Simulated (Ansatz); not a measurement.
Consider BeSe in the zinc blende structure (space group F-43m, No. 216; a = 5.1289 Å).

Now apply this change: the cell is scaled by 0.9800 in all directions; the atoms relax in the strained cell.

Level of theory: Ansatz (a program for electronic structure) PBEsol, no spin-orbit coupling.

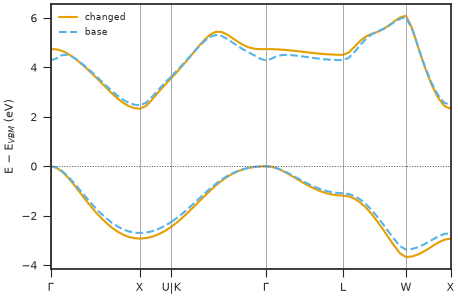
Figure: Highest valence and lowest conduction band along the path, each from its own valence-band maximum

### Question
Read the changed gap and its character from the plot.

### Answer
About 2.3 eV, indirect, Γ → X.

Stability against distortions was not tested.
